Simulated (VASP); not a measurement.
Data:

```
CELL_PARAMETERS angstrom
      3.89598     0.00000     0.00000
      0.00000     3.89598     0.00000
      0.00000     0.00000     3.89598
ATOMIC_POSITIONS crystal
  Sr 0.00000 0.00000 0.00000
  Ti 0.50000 0.50000 0.50000
  O  0.50000 0.00000 0.50000
  O  0.00000 0.50000 0.50000
  O  0.50000 0.50000 0.00000
```

Computed with PBEsol GGA, VASP's PBE PAW potentials (set 64) (plane waves; VASP). Run with 520 eV cut-off, 8×8×8 Γ-centred mesh, tetrahedra with Blöchl corrections, potentials Sr_sv Ti_sv O.

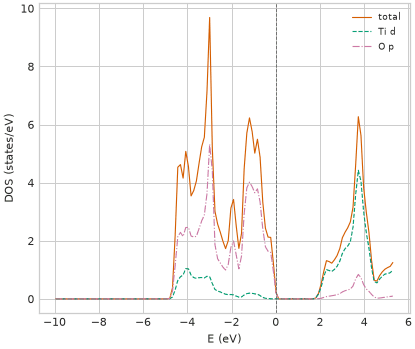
Figure: Total and projected density of states, zero at the valence-band maximum

Within 2 eV below the valence-band maximum the largest weight inside VASP's projection spheres is O p.

The gap is indirect, 1.81 eV, from the valence maximum at R to the conduction minimum at Γ.

The compound is SrTiO3 in the cubic perovskite structure, the ideal cubic form; the compound distorts at low or room temperature. It was relaxed first.
